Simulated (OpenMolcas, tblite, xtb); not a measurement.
**SnF4 (SMILES [F][Sn]([F])([F])[F]): methods side by side**

The species is SnF4 (5 atoms), meant as a singlet with charge 0. As SMILES, `[F][Sn]([F])([F])[F]`. The coordinates come from a PBE0-D4/def2-TZVP relaxation.

Each level gives the vertical energy of the triplet above the singlet (eV). The values are calculated.

```csv
level,kind,program,value (eV)
GFN1-xTB,semi-empirical,tblite,3.27
GFN2-xTB,semi-empirical,tblite,4.30
GFN0-xTB,semi-empirical,xtb,6.02
IPEA1-xTB,semi-empirical,tblite,5.74
revPBE/def2-SVP (core potential),GGA,OpenMolcas,5.49
TPSS/def2-SVP (core potential),meta-GGA,OpenMolcas,5.63
r2SCAN/def2-SVP (core potential),meta-GGA,OpenMolcas,5.96
B3LYP/def2-SVP (core potential),global hybrid,OpenMolcas,6.29
BHLYP/def2-SVP (core potential),global hybrid,OpenMolcas,7.21
M06-2X/def2-SVP (core potential),hybrid meta-GGA,OpenMolcas,7.66
```

Spin-orbit coupling, which can split open shells on such heavy atoms by tenths of an eV, is left out. The values span 3.27 to 7.66 eV. GFN0-xTB: no spin polarisation, so open shells miss the exchange term that lowers them. A triplet this far above the singlet is often a Rydberg-like or dissociative state; sets without diffuse functions put Rydberg states too high. B3LYP/def2-SVP (core potential), M06-2X/def2-SVP (core potential) lie far from functionals of the same kind, perhaps in another electronic state. The upper state's dipole differs much between rows, so they may not all be the same state.

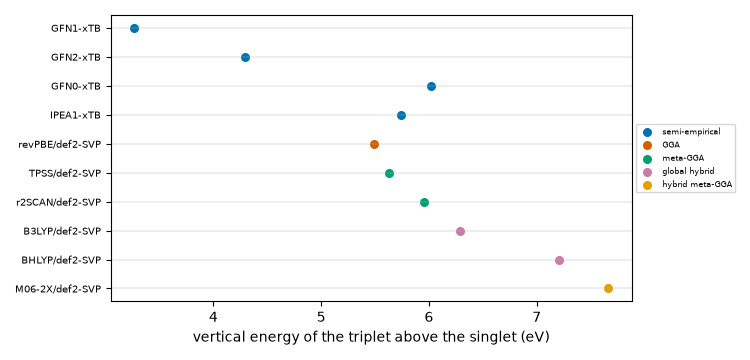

The values of the table, level by level.
